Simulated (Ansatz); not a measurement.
Computed energy over volume and axial ratio: MgBr2 (CdI2 type)

MgBr₂ (CdI2 type)

```
CELL_PARAMETERS angstrom
      3.82788     0.00000     0.00000
     -1.91394     3.31504     0.00000
      0.00000     0.00000     6.26170
ATOMIC_POSITIONS crystal
  Mg 0.00000 0.00000 0.00000
  Br 0.33333 0.66667 0.23946
  Br 0.66667 0.33333 0.76054
```

The relaxed cell is deformed in two ways at once: its volume V is scaled, and at that volume it is stretched along z (the c axis of the conventional cell) so that c/a changes. Fractional atomic positions are held.

Calculation: r2SCAN+rVV10 (plane waves to 500 eV, PAW, scalar-relativistic; Ansatz, an electronic-structure program). k mesh 10×10×6 (Γ-centred), Fermi-Dirac smearing 0.05 eV. E stands for the smeared free energy. Stress and pressure are positive under compression. As the atoms are clamped, bonds stretch with the cell, which overstates energies and stresses. MgBr2 was relaxed with its symmetry unable to fall. The zero of ΔE is the relaxed starting cell.

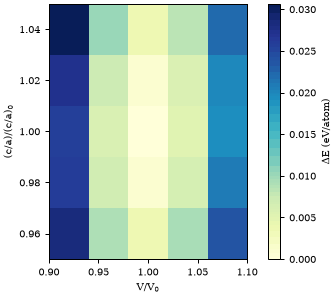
Figure. ΔE (eV/atom) over the 5×5 grid of computed points.

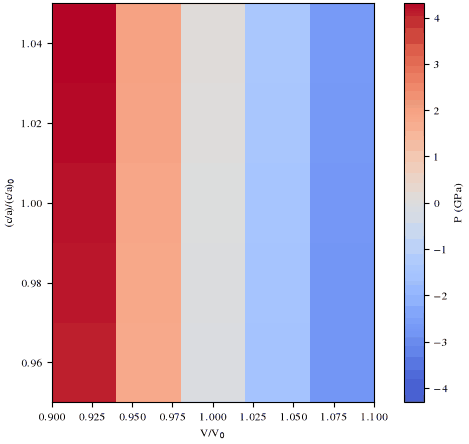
*P (GPa) over the 5×5 grid of computed points.*

The modulus against c/a change at fixed volume, (3/4V)·∂²E/∂(ln c/a)² (fit, atoms clamped) is 21 GPa, an upper bound as the atoms could relax. Highest place on the grid: V/V₀ = 0.920, (c/a)/(c/a)₀ = 1.040 (30.7 meV/atom). Lowest place on the grid: V/V₀ = 1.000, (c/a)/(c/a)₀ = 1.000 (0.0 meV/atom).

Near the relaxed cell σzz − σxx = −2Cδ (compression positive), C being this modulus and δ the logarithm of the ratio.

(A scan under strain: stresses follow from slopes of the energy per volume, elastic moduli from its curvatures.)
